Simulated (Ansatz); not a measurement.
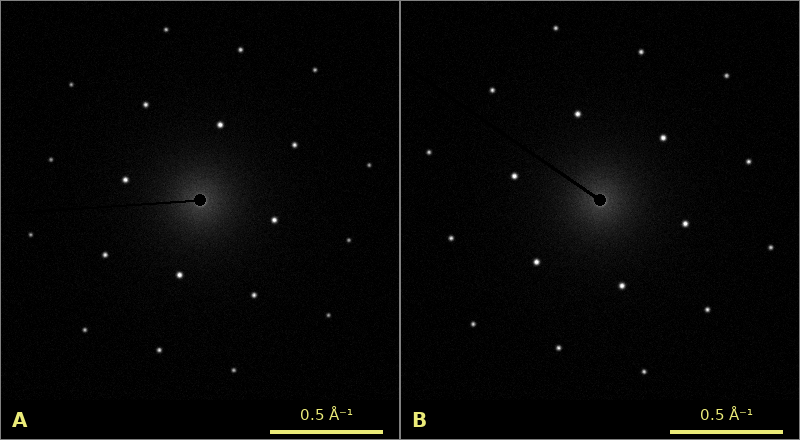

Kinematic electron diffraction patterns (120 kV, B = 0.5 Å², same scale, each along a low-index zone) of two structures of composition Ta2H3, each relaxed at zero pressure with Ansatz 0.2.0, DFT PBE, scalar-relativistic, plane waves, PAW.

The structures (standard cells):
1. P4/mbm (No. 127), a = 5.762 Å, c = 2.857 Å, 10 atoms; generated start, possibly hypothetical
2. R-3c (No. 167), a = 5.011 Å, c = 12.055 Å (hexagonal axes), 30 atoms; generated start, possibly hypothetical

**Which pattern belongs to which structure, and along which zone?**

A is structure 1 along [100] or an equivalent direction: rectangular net (close to square) of 0 2 0 at d = 2.88 Å and 0 0 1 at d = 2.86 Å, 90.0° apart (some points of this net are extinct or too weak to see). B is structure 2 along [001]: hexagonal net of 2 -1 0 at d = 2.51 Å and 1 1 0 at d = 2.51 Å, 60.0° apart.

**Which structure lies lowest at this level of theory, and by how much?**

Structure 2 (R-3c, 8.74 Å³ an atom) is the lowest of these; structure 1 (P4/mbm, 9.49 Å³ an atom) lies about 370 meV an atom higher. These are static energies at 0 K; other structures, not shown, may lie lower still.
